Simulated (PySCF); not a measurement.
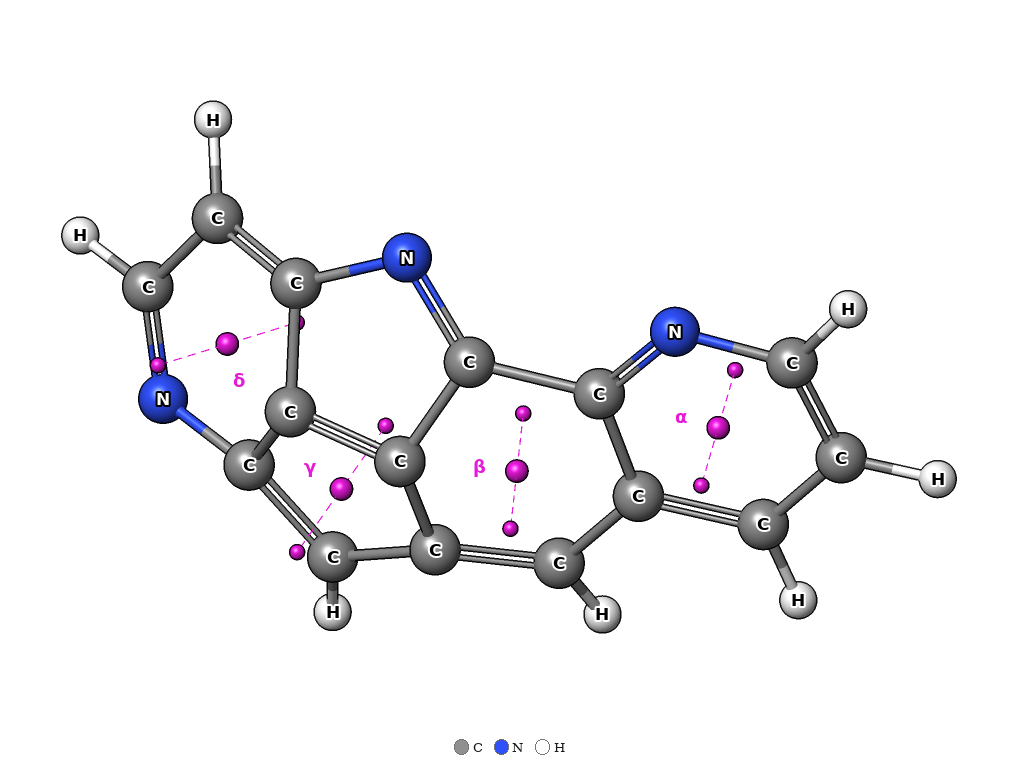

The small points mark where nucleus-independent chemical shifts (NICS) were computed: at the centre of each lettered ring and 1 Å above and below it. The geometry was computed by an optimisation with GFN2-xTB. No frequency run is at hand to confirm it as a minimum. Properties computed with GIAO KT3/pcSseg-1 NMR shielding, non-relativistic, gas phase (PySCF 2.14.0).

Give NICS(0), NICS(1) and the out-of-plane component NICS(1)zz for each ring (means of the two sides).

```
ring  members  NICS(0)  NICS(1)  NICS(1)zz
   α      C5N     −0.7     −5.0       −9.2
   β       C6     11.2      5.3       24.9
   γ       C5     11.9      5.4       24.6
   δ      C5N      5.6      0.9        8.7
```

Values in ppm.

**What do the values say about the ring currents?**

Ring β: paratropic, as in an antiaromatic ring. Ring γ: paratropic, as in an antiaromatic ring. NICS is one index among several.
